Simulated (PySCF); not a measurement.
Molecule: Si(H)2(Me)(OMe), SMILES CO[SiH2]C (C2H8OSi). Atoms near the plane z = 0.8 Å, at the PBE0/def2-SVP optimised geometry (x, y, z in Å): Si1 (0.1, 0.3, 0.0), C2 (-0.5, 2.0, 0.0), H5 (1.6, 0.3, 0.0), H6 (-0.3, -0.5, 1.2), H7 (-0.2, 2.5, 0.9), H9 (-1.6, 2.0, 0.0).

Method: PBE0/def2-TZVP run with PySCF 2.14.0. The values are rescaled to run from 0 to 1.

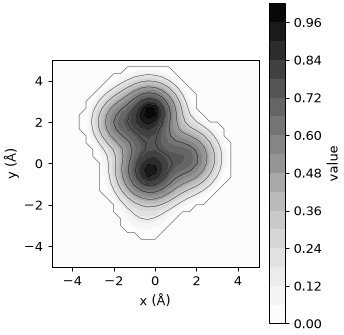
Figure: a field on the plane z = 0.8 Å.

Task: Which quantity is mapped?
(A) Laplacian of the electron density
(B) an orbital amplitude
(C) log10 of the electron density
(D) electron localisation function

Result: C, log10 of the electron density. In full: log10 of the electron density (e/bohr³), floored at −4.
